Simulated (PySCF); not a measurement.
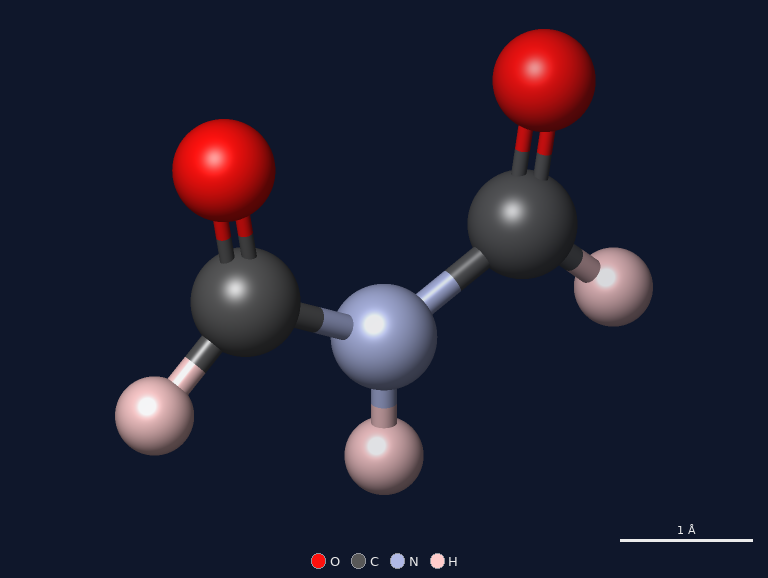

The picture shows a molecular structure as a ball-and-stick model.

Computed geometry: GFN2-xTB optimisation. No frequency run is at hand to confirm it as a minimum.

**Give the formula.**

C2H3NO2, 8 atoms: 2 carbon, 3 hydrogen, 1 nitrogen and 2 oxygen.

**Give a SMILES string for it.**

O=CNC=O

**Does it have rings?**

It has no ring.

More results for the same structure follow; atom numbers are the same in all pictures, views and colours differ.

**Symmetry**

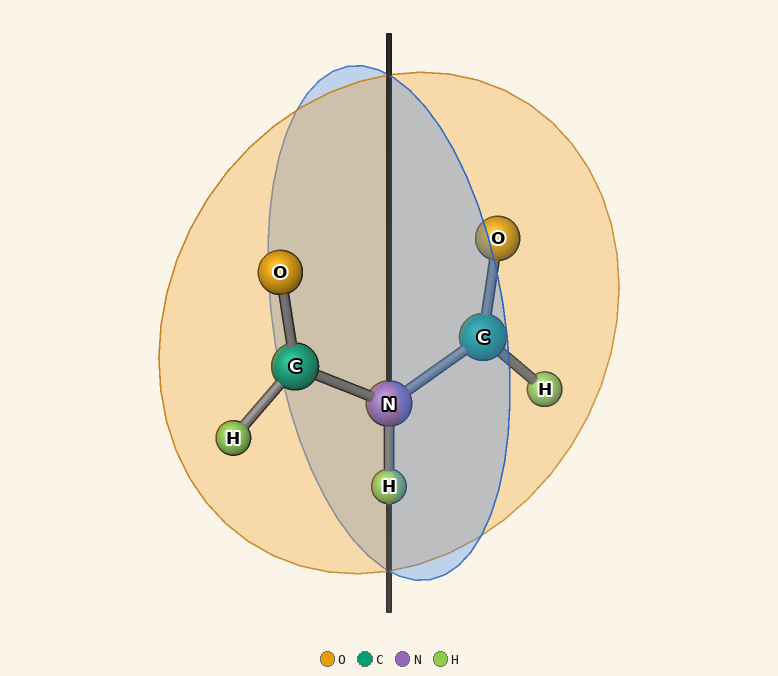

All proper rotation axes (lines) and mirror planes (discs) of the structure are drawn in. Depth is shown by fading: the farther an atom, the more it takes the colour of the background. No frequency run is at hand to confirm it as a minimum.

**Name the symmetry elements and the point group.**

It has 1 C2 axis and 2 mirror planes. Point group C2v. The group has 4 operations. The geometry is achiral, and symmetry allows a dipole moment.

**Excitation**

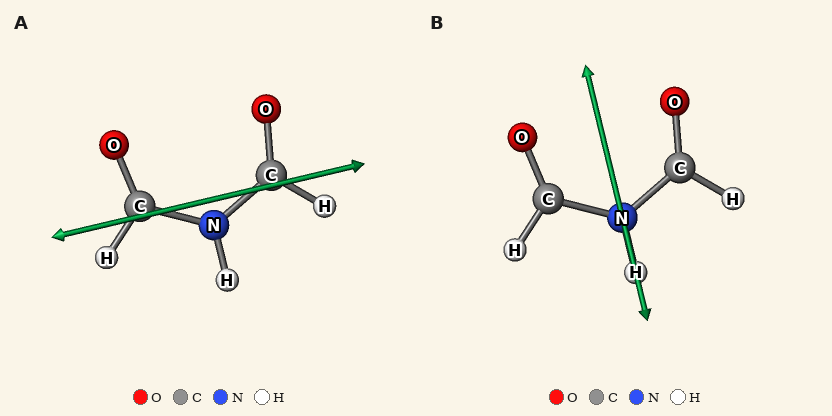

The double arrows show the directions of two transition dipoles from the ground state (lengths mean nothing). No frequency run is at hand to confirm it as a minimum. Properties computed with TDDFT ωB97X-D/def2-SVPD, vertical, gas phase, core orbitals frozen in the response (PySCF 2.14.0).

**One belongs to singlet state 3 and one to singlet state 7. Which is which?**

A: state 3, 6.80 eV (182 nm), oscillator strength 0.21, mainly HOMO−1 → LUMO (weight 0.80).
B: state 7, 8.16 eV (152 nm), oscillator strength 0.090, mainly HOMO → LUMO+2 (weight 0.52).

**Polarisability**

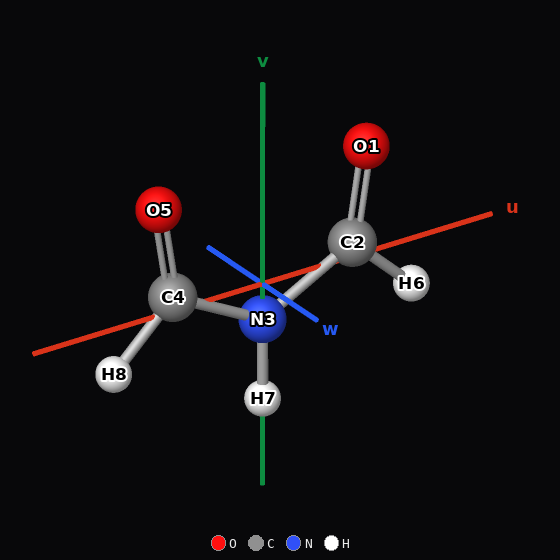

The lines u, v and w are the principal axes of the static dipole polarisability. No frequency run is at hand to confirm it as a minimum. Computed with ωB97X-D/def2-SVPD (PySCF 2.14.0).

**Along which axis is the molecule most polarisable, and along which least?**

Most along u (in the molecular plane, at 24° to the long direction O1···C4), least along w (normal to the molecular plane).

**Give the three principal values.**

u 47.6, v 45.4, w 26.0 bohr³; mean 39.7, anisotropy 20.6 bohr³.

**Core levels**

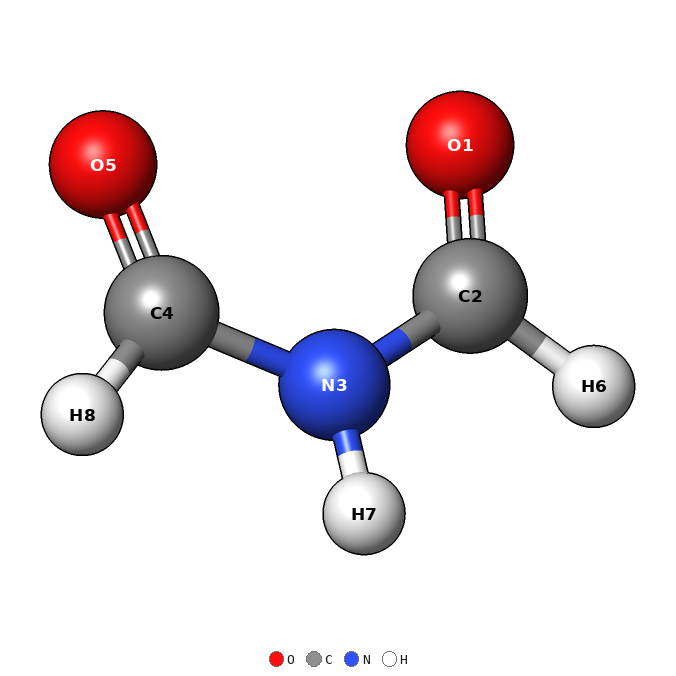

No frequency run is at hand to confirm it as a minimum. Method: delta-SCF UKS SCAN, pcX-2 on the ionised atom, pcseg-1 elsewhere, spin-free X2C (PySCF 2.14.0).

Give the core-electron binding energies (to vacuum) of O1 1s, C2 1s, N3 1s.

```json
{"atom": "O1", "level": "1s", "binding energy (eV)": "538.2"}
{"atom": "C2", "level": "1s", "binding energy (eV)": "294.8"}
{"atom": "N3", "level": "1s", "binding energy (eV)": "407.1"}
```
